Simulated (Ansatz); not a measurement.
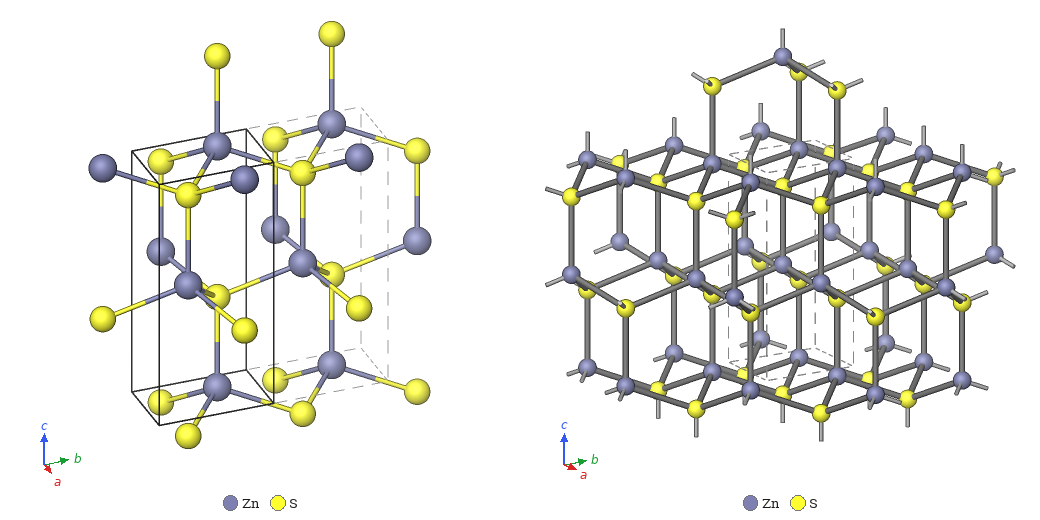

Left: the structure. Right: its underlying net. Nodes are coloured by element. Edges to nodes outside the piece are drawn as stubs.

The compound is ZnS (space group P6_3mc, No. 186), taken as the geometry relaxed with Ansatz 0.2.0, DFT LDA, scalar-relativistic, plane waves, PAW.

Bonds are taken as S–Zn below 2.6 Å. The graph is simplified in the usual way: terminal and isolated atoms are pruned, two-connected atoms become edges.

The result is a uninodal 4-connected, three-periodic net: Zn and S are 4-connected nodes. It is the lon net, known from lonsdaleite, wurtzite and tridymite. It is a single net, without interpenetration.

```
    node  links  point symbol  coordination sequence
Zn and S      4            6⁶          4 12 25 44 67
```
